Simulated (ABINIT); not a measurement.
# BaTiO3: optical spectrum from first principles

Wanted: where BaTiO3 starts to absorb, how strongly, and its refractive index.

Calculated with ABINIT 10.8.3; DFT, PBE, plane waves with norm-conserving potentials (PseudoDojo), scalar-relativistic, independent-particle linear optical response without local fields.

### 1. Starting point

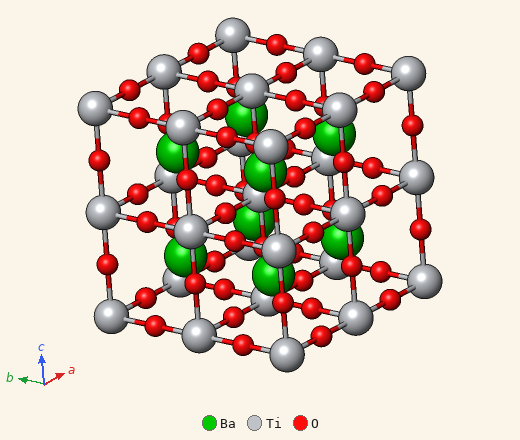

The cell as given, from a free direction (barium green, titanium light grey, oxygen red). 2×2×2 cells are drawn. Some periodic images of atoms are drawn too.

### 2. Ground state, bands and velocity matrix elements

The self-consistent density comes first; it also tells whether there is a gap, which decides the occupations and the need for a Drude term.

This step: DFT, PBE, plane waves with norm-conserving potentials (PseudoDojo), scalar-relativistic, ground state, bands at fixed density and velocity matrix elements (ABINIT 10.8.3).

run.abi reads:

```
# ground state, bands on a dense mesh, and the derivatives d/dk of the wave functions
ndtset 3

ngkpt1 6 6 6
shiftk1 0.0 0.0 0.0
tolvrs1 1.0d-12
nband1 24
prtden1 1

iscf2 -2
getden2 1
ngkpt2 8 8 8
shiftk2 0.0 0.0 0.0
kptopt2 1
nband2 50
nbdbuf2 4
tolwfr2 1.0d-14

optdriver3 8
wfk_task3 "wfk_ddk"
prtevk3 1
getwfk3 2
getden3 1
iscf3 -2
ngkpt3 8 8 8
shiftk3 0.0 0.0 0.0
kptopt3 1
nband3 50

nshiftk 1
occopt 3
tsmear 0.001837
ecut 45.0
nstep 80
iomode 3
chksymbreak 0
chkprim 0
chksymtnons 0
acell 3*1.0 Angstrom
rprim
  4.006000000000 0.000000000000 0.000000000000
  0.000000000000 4.006000000000 0.000000000000
  0.000000000000 0.000000000000 4.006000000000
natom 5
ntypat 3
znucl 56 22 8
typat 1 2 3 3 3
xred
  0.500000000000 0.500000000000 0.500000000000
  0.000000000000 0.000000000000 0.000000000000
  0.000000000000 0.000000000000 0.500000000000
  0.000000000000 0.500000000000 0.000000000000
  0.500000000000 0.000000000000 0.000000000000
pseudos "Ba.upf, Ti.upf, O.upf"
```

The run is started by

```sh
mpirun -n 4 abinit run.abi
```

Numbers of over 12 decimals in the logs are rounded to 6 here.

The log of the run:

```text
DATASET    1 : space group Pm -3 m (#221); Bravais cP (primitive cubic)
 DATASET    2 : space group Pm -3 m (#221); Bravais cP (primitive cubic)
 DATASET    3 : space group Pm -3 m (#221); Bravais cP (primitive cubic)
            ngfft          48      48      48
                         0.05556    0.05556    0.05556    0.01389    0.03704    0.11111
                         0.05556    0.11111    0.11111    0.02778    0.03704    0.05556
                         0.04688    0.04688    0.02344    0.02344    0.04688    0.02344
                         0.02344    0.02344    0.00586    0.01563    0.04688    0.04688
                         0.02344    0.04688    0.09375    0.04688    0.04688    0.04688
                         0.01172    0.01563    0.04688    0.02344    0.04688    0.04688
                         0.01172    0.01563    0.02344    0.01172    0.00195
                         0.04688    0.04688    0.02344    0.02344    0.04688    0.02344
                         0.02344    0.02344    0.00586    0.01563    0.04688    0.04688
                         0.02344    0.04688    0.09375    0.04688    0.04688    0.04688
                         0.01172    0.01563    0.04688    0.02344    0.04688    0.04688
                         0.01172    0.01563    0.02344    0.01172    0.00195
== DATASET  1 ==================================================================
 Real(R)+Recip(G) space primitive vectors, cartesian coordinates (Bohr,Bohr^-1):
 R(1)=  7.5702429  0.0000000  0.0000000  G(1)=  0.1320962  0.0000000  0.0000000
 R(2)=  0.0000000  7.5702429  0.0000000  G(2)=  0.0000000  0.1320962  0.0000000
 R(3)=  0.0000000  0.0000000  7.5702429  G(3)=  0.0000000  0.0000000  0.1320962
 Unit cell volume ucvol=  4.3383985E+02 bohr^3
 Angles (23,13,12)=  9.00000000E+01  9.00000000E+01  9.00000000E+01 degrees
 getcut: wavevector=  0.0000  0.0000  0.0000  ngfft=  48  48  48
     iter   Etot(hartree)      deltaE(h)  residm     vres2
 ETOT  1  -136.75779024016    -1.368E+02 1.303E-01 2.295E+03
 ETOT  2  -128.70283359262     8.055E+00 2.514E-01 3.717E+04
 ETOT  3  -137.29415223961    -8.591E+00 9.967E-02 5.953E+02
 ETOT  4  -137.31257048228    -1.842E-02 3.757E-02 4.177E+02
 ETOT  5  -137.36456213701    -5.199E-02 3.759E-02 1.222E+02
 ETOT  6  -137.38277542223    -1.821E-02 6.466E-03 1.596E+01
 ETOT  7  -137.38505054143    -2.275E-03 1.608E-02 3.248E+00
 ETOT  8  -137.38564182102    -5.913E-04 1.110E-02 1.095E-01
 ETOT  9  -137.38566241180    -2.059E-05 9.625E-03 1.180E-03
 ETOT 10  -137.38566285423    -4.424E-07 2.870E-03 1.607E-04
 ETOT 11  -137.38566289358    -3.936E-08 1.357E-03 2.169E-05
 ETOT 12  -137.38566290131    -7.727E-09 1.318E-03 3.136E-06
 ETOT 13  -137.38566290250    -1.193E-09 5.508E-04 2.301E-07
 ETOT 14  -137.38566290261    -1.098E-10 5.803E-04 1.661E-09
 ETOT 15  -137.38566290263    -1.216E-11 2.381E-04 7.177E-09
 ETOT 16  -137.38566290263    -7.390E-13 2.770E-04 2.036E-10
 ETOT 17  -137.38566290262     1.069E-11 9.528E-05 3.734E-11
 ETOT 18  -137.38566290262    -9.180E-12 1.260E-04 8.246E-12
 ETOT 19  -137.38566290263    -2.188E-12 3.720E-05 2.898E-12
 ETOT 20  -137.38566290262     7.361E-12 5.419E-05 1.261E-13
 At SCF step   20       vres2   =  1.26E-13 < tolvrs=  1.00E-12 =>converged.
 Cartesian components of stress tensor (hartree/bohr^3)
  sigma(1 1)= -6.58049635E-05  sigma(3 2)=  0.00000000E+00
  sigma(2 2)= -6.58049635E-05  sigma(3 1)=  0.00000000E+00
  sigma(3 3)= -6.58049635E-05  sigma(2 1)=  0.00000000E+00
 Mean square residual over all n,k,spin=   16.003E-08; max=  54.186E-06
 Fermi (or HOMO) energy (hartree) =   0.27587   Average Vxc (hartree)=  -0.42033
 Eigenvalues (hartree) for nkpt=  20  k points:
 kpt#   1, nband= 24, wtk=  0.00463, kpt=  0.0000  0.0000  0.0000 (reduced coord)
  -1.83727   -0.96374   -0.96374   -0.96374   -0.66772   -0.37540   -0.35055   -0.35055
  -0.12256   -0.12256   -0.12256    0.15828    0.15828    0.15828    0.20238    0.20238
   0.20238    0.23737    0.23737    0.23737    0.30843    0.30843    0.30843    0.38821
   2.00000    2.00000    2.00000    2.00000    2.00000    2.00000    2.00000    2.00000
   2.00000    2.00000    2.00000    2.00000    2.00000    2.00000    2.00000    2.00000
   2.00000    2.00000    2.00000    2.00000    0.00000    0.00000    0.00000    0.00000
kinetic             :  6.26824681691283E+01
hartree             :  2.97635255303500E+01
xc                  : -2.80447949218524E+01
Ewald energy        : -1.03574517516034E+02
psp_core            :  5.53377599708534E+00
local_psp           : -1.00458736186452E+02
non_local_psp       : -3.28738397475427E+00
internal            : -1.37385662902529E+02
'-kT*entropy'       : -9.02504239478926E-11
total_energy        : -1.37385662902619E+02
total_energy_eV     : -3.73845433790331E+03
 Cartesian components of stress tensor (hartree/bohr^3)
  sigma(1 1)= -6.58049635E-05  sigma(3 2)=  0.00000000E+00
  sigma(2 2)= -6.58049635E-05  sigma(3 1)=  0.00000000E+00
  sigma(3 3)= -6.58049635E-05  sigma(2 1)=  0.00000000E+00
-Cartesian components of stress tensor (GPa)         [Pressure=  1.9360E+00 GPa]
== DATASET  2 ==================================================================
 Real(R)+Recip(G) space primitive vectors, cartesian coordinates (Bohr,Bohr^-1):
 R(1)=  7.5702429  0.0000000  0.0000000  G(1)=  0.1320962  0.0000000  0.0000000
 R(2)=  0.0000000  7.5702429  0.0000000  G(2)=  0.0000000  0.1320962  0.0000000
 R(3)=  0.0000000  0.0000000  7.5702429  G(3)=  0.0000000  0.0000000  0.1320962
 Unit cell volume ucvol=  4.3383985E+02 bohr^3
 Angles (23,13,12)=  9.00000000E+01  9.00000000E+01  9.00000000E+01 degrees
 getcut: wavevector=  0.0000  0.0000  0.0000  ngfft=  48  48  48
 Mean square residual over all n,k,spin=   50.456E-16; max=  99.806E-16
 Eigenvalues (hartree) for nkpt=  35  k points:
 kpt#   1, nband= 50, wtk=  0.00195, kpt=  0.0000  0.0000  0.0000 (reduced coord)
  -1.83727   -0.96374   -0.96374   -0.96374   -0.66772   -0.37540   -0.35055   -0.35055
  -0.12256   -0.12256   -0.12256    0.15828    0.15828    0.15828    0.20238    0.20238
   0.20238    0.23737    0.23737    0.23737    0.30843    0.30843    0.30843    0.38821
   0.38821    0.43051    0.43051    0.51457    0.55825    0.55825    0.55825    0.79283
   0.85503    0.85503    0.85503    0.92660    0.97364    0.97364    0.97364    1.00838
   1.00838    1.00838    1.09184    1.09184    1.17864    1.17864    1.17864    1.29697
== DATASET  3 ==================================================================
            ngfft          48      48      48
                         0.05556    0.05556    0.05556    0.01389    0.03704    0.11111
                         0.05556    0.11111    0.11111    0.02778    0.03704    0.05556
                         0.04688    0.04688    0.02344    0.02344    0.04688    0.02344
                         0.02344    0.02344    0.00586    0.01563    0.04688    0.04688
                         0.02344    0.04688    0.09375    0.04688    0.04688    0.04688
                         0.01172    0.01563    0.04688    0.02344    0.04688    0.04688
                         0.01172    0.01563    0.02344    0.01172    0.00195
                         0.04688    0.04688    0.02344    0.02344    0.04688    0.02344
                         0.02344    0.02344    0.00586    0.01563    0.04688    0.04688
                         0.02344    0.04688    0.09375    0.04688    0.04688    0.04688
                         0.01172    0.01563    0.04688    0.02344    0.04688    0.04688
                         0.01172    0.01563    0.02344    0.01172    0.00195
[shortened to cell, iterations, levels, energies and stress; the echo of variables, forces, comments, warnings and credits are left out]
```

Elapsed: 2.9 min, on 4 MPI ranks of AMD EPYC 7R43, shared host; peak memory 0.15 GiB.

This step gave:

| Property | Result |
| --- | --- |
| total energy | -137.4 Ha |
| gap on the k-mesh | 1.794 eV |
| direct gap on the mesh | 1.934 eV |

There is a gap, 1.79 eV on this mesh (points off the mesh can give less), so no carriers' term is needed.

### 3. Optical response

With the density converged, the vertical transitions are summed over the zone.

This step: DFT, PBE, plane waves with norm-conserving potentials (PseudoDojo), scalar-relativistic, independent-particle linear optical response without local fields (ABINIT 10.8.3).

optic.abi reads:

```
&FILES
 ddkfile_1 = 'runo_DS3_1_EVK.nc',
 ddkfile_2 = 'runo_DS3_2_EVK.nc',
 ddkfile_3 = 'runo_DS3_3_EVK.nc',
 wfkfile = 'runo_DS2_WFK.nc'
/
&PARAMETERS
 broadening = 0.001837,
 domega = 0.0020212,
 maxomega = 0.80849,
 scissor = 0.0,
 tolerance = 0.002,
 nband_sum = 46
/
&COMPUTATIONS
 num_lin_comp = 1,
 lin_comp = 11,
 num_nonlin_comp = 0,
 num_linel_comp = 0,
 num_nonlin2_comp = 0
/
```

The run is started by

```sh
optic optic.abi
```

The log of the run:

```text

 OPTIC has originally been developed by
 S. Sharma, J. K. Dewhurst and C. Ambrosch-Draxl, Phys. Rev. B 67, 165332 (2003), and
 S. Sharma and C. Ambrosch-Draxl, Physica Scripta T 109 (2004).

 rprimd(bohr)      =   7.57024   0.00000   0.00000
                       0.00000   7.57024   0.00000
                       0.00000   0.00000   7.57024
 natom             =       5
 nkpt,mband        =      35      50
 ecut              =  45.00000 Ha
 newocc: new Fermi energy is       0.276100 , with nelect=     40.000000, Number of bisection calls: 20
 Fermi level: 7.5131  (eV)

 fermie            =   0.27610 Ha   7.51308 eV
 Scissor shift     =   0.00000 Ha
 Tolerance on closeness to singularities     =   0.00200 Ha
 Smearing factor      =   0.00184 Ha
 Will use the antiresonant approximation (meaning that the antiresonant terms are neglected)
 Will not perform the bands decomposition
 linear coeffs to be calculated :
 11
 non-linear coeffs to be calculated :

 electronic part of electro-optic coeffs to be calculated :

 non-linear coeffs (V2) to be calculated :

 linear optic matrix elements will be printed :0
 optic : Call pmat2cart
 No scissor shift to be applied. Returning to main optic routine.
 optic : Call linopt
  linopt            1           1
 calculated the component:           1           1   of dielectric function
  with broadening:         (0.000000,1.83700000000000009E-003)
 and scissors shift:   0.000000
 energy window:   84.172664      eV   3.093288      Ha
 optic : Call nlinopt
 optic : Call linelop
 optic : Call nonlinopt

================================================================================

 Calculation completed.
-
program: optic
version: 10.8.3
start_datetime:
end_datetime:
overall_cpu_time:           0.3
overall_wall_time:           0.3
mpi_procs: 1
omp_threads: 1
...
```

The job ended after 1.1 s (1 thread; peak memory 0.05 GiB).

Read-outs, printed or worked out from the files:

- electronic dielectric constant ε∞, mean over x, y and z (by symmetry where fewer were run): 6.695

The Im ε, E ∥ x has structure finer than the step of the table below, so its rows give means over 2 eV, whole bins alone (the curve runs from 0.0550 to 21.9 eV). Peaks (eV: height): 3.3: 8.41, 4.0: 9.97, 4.2: 9.81, 8.4: 6.64, 10.4: 6.16, 18.0: 5.74, 19.0: 5.88.

Sum at mesh points, not converged in k; values under the direct gap are tails of Lorentzian lines. Im ε, E ∥ x against photon energy; means over each step:

| photon energy (eV) | Im ε, E ∥ x |
| --- | --- |
| 2 | 1.19 |
| 4 | 6.40 |
| 6 | 3.27 |
| 8 | 4.37 |
| 10 | 4.09 |
| 12 | 1.87 |
| 14 | 0.910 |
| 16 | 1.93 |
| 18 | 4.08 |
| 20 | 2.48 |

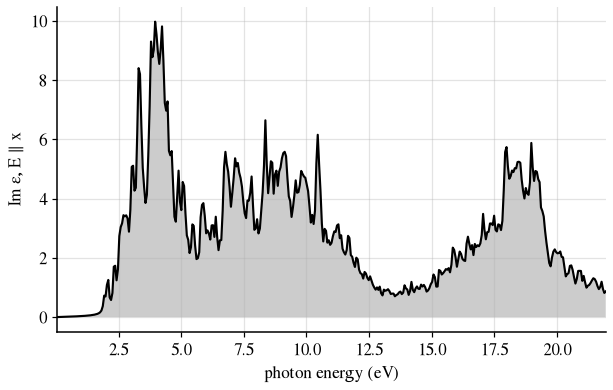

Im ε, E ∥ x, plotted against photon energy.

The reflectivity at normal incidence, E ∥ x has structure finer than the step of the table below, so its rows give means over 1 eV, whole bins alone (the curve runs from 0.0550 to 21.9 eV). Peaks (eV: height): 10.6: 41.5, 19.6: 53.8, 20.3: 50.9, 20.7: 48.5, 21.1: 48.9, 21.6: 44.4, 21.8: 46.2.

Sum at mesh points, not converged in k. The reflectivity at normal incidence, E ∥ x by photon energy; means over each step:

| photon energy (eV) | reflectivity at normal incidence, E ∥ x (%) |
| --- | --- |
| 1 | 20.5 |
| 2 | 24.1 |
| 3 | 28.7 |
| 4 | 33.1 |
| 5 | 20.8 |
| 6 | 15.9 |
| 7 | 22.3 |
| 8 | 20.2 |
| 9 | 25.0 |
| 10 | 26.2 |
| 11 | 28.5 |
| 12 | 23.9 |
| 13 | 9.72 |
| 14 | 3.71 |
| 15 | 6.12 |
| 16 | 10.6 |
| 17 | 14.3 |
| 18 | 23.0 |
| 19 | 36.2 |
| 20 | 45.2 |
| 21 | 41.7 |

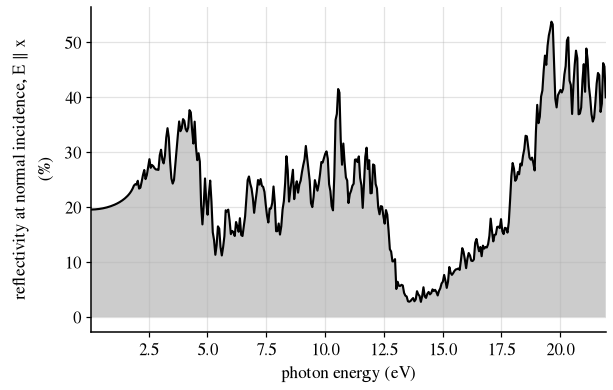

Reflectivity at normal incidence, E ∥ x, plotted against photon energy.

The loss function −Im 1/ε at q → 0, E ∥ x has structure finer than the step of the table below, so its rows give means over 2 eV, whole bins alone (the curve runs from 0.0550 to 21.9 eV). Peaks (eV: height): 5.2: 0.288, 10.2: 0.313, 12.8: 1.03, 13.0: 1.12, 20.8: 0.537, 21.7: 0.652.

Sum at mesh points, not converged in k; values under the direct gap are tails of Lorentzian lines. Loss function −Im 1/ε at q → 0, E ∥ x against energy loss; means over each step:

| energy loss (eV) | loss function −Im 1/ε at q → 0, E ∥ x |
| --- | --- |
| 2 | 0.0130 |
| 4 | 0.107 |
| 6 | 0.158 |
| 8 | 0.169 |
| 10 | 0.245 |
| 12 | 0.595 |
| 14 | 0.420 |
| 16 | 0.211 |
| 18 | 0.201 |
| 20 | 0.298 |

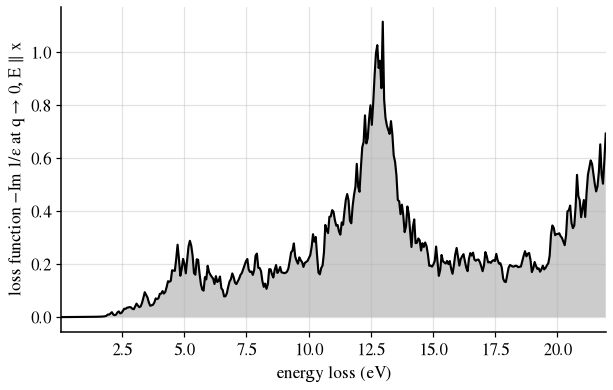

Loss function −Im 1/ε at q → 0, E ∥ x, plotted against energy loss.

Optical constants at common wavelengths, from n + ik = √ε:

| wavelength (nm) | n | k | R (%) | 1/α |
| --- | --- | --- | --- | --- |
| 1550 | 2.62 | 0.005 | 20.1 | 26 µm |
| 1064 | 2.67 | 0.008 | 20.7 | 10 µm |
| 800 | 2.76 | 0.015 | 21.9 | 4.1 µm |
| 532 | 3.07 | 0.280 | 26.2 | 151 nm |
| 405 | 3.12 | 0.817 | 29.3 | 39 nm |
| 308 | 2.71 | 1.742 | 35.4 | 14 nm |
| 248 | 1.79 | 1.021 | 18.9 | 19 nm |

Below the direct gap, k and the depth come from the tails of the Lorentzian lines, not from transitions.

Rows near the edge hang on the gap, which this functional as a rule makes too small, and phonon-assisted absorption is left out.

### 4. Summary of results

| Item | Value |
| --- | --- |
| electronic dielectric constant ε∞, mean over x, y and z (by symmetry where fewer were run) (independent particles) | 6.69 |

In words: At this level (PBE, independent particles) BaTiO3 has ε∞ = 6.69 and n = 2.62 at 1550 nm. On the mesh the gap is 1.79 eV and the least direct gap 1.93 eV, so on this mesh the band edges lie at different points. Excitons and phonon-assisted transitions are missing, and so are local fields; PBE gaps are as a rule too small, which pulls the onset down and ε∞ up. Spin-orbit coupling is left out although heavy atoms are present. The sum runs over mesh points 0.20 Å⁻¹ apart with no interpolation, so peaks are partly noise of the mesh and static values carry its error. Besides steps told in other documents, this task had 1 run with a known fault of program or setting; those not told in a step above aren't shown.

[Logs are printed without paths, hosts, clocks, repeated set-up lines and the standing remarks that a program may print on its own settings, such as how far it seeks lower states.]

[Hosts, paths, dates, database ids (printed as entryN), source tags and the programs' standing remarks are cut or masked in the printed files.]
